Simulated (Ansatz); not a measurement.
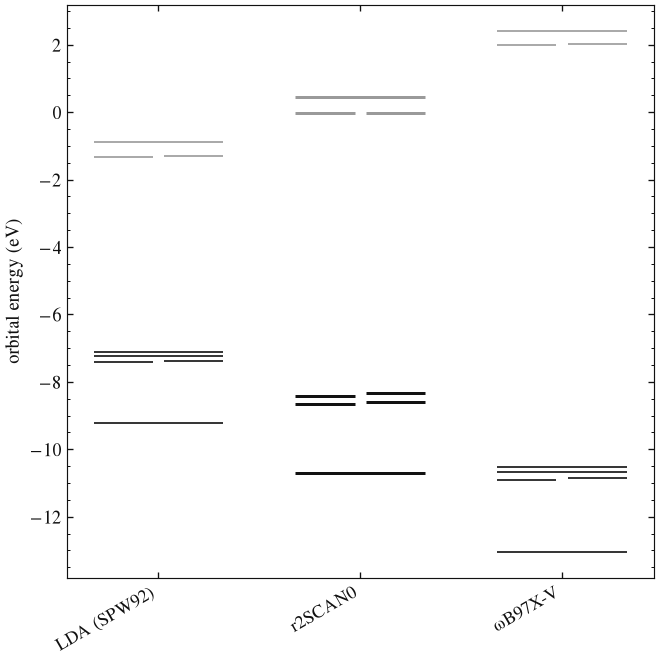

Frontier orbital energies of C₄H₄Ge, SMILES C#[C][GeH2][C]#C, singlet at one geometry, def2-TZVPP, the Ansatz code, at a PBE0-D4/def2-TZVP geometry (a minimum by its frequencies). Empty levels are grey, levels within 0.1 eV stand side by side; all columns show the same few orbitals around the gap.

Question: Compare the HOMO-LUMO separations.

Answer: The separation grows from 5.80 eV (LDA (SPW92)) to 12.52 eV (ωB97X-V).

```tsv
level	HOMO (eV)	LUMO (eV)	separation (eV)
LDA (SPW92)	−7.12	−1.32	5.80
r2SCAN0	−8.33	−0.03	8.30
ωB97X-V	−10.53	2.00	12.52
```

Limits of at least one run: empty levels above zero depend strongly on the basis; no scalar relativity up to krypton.
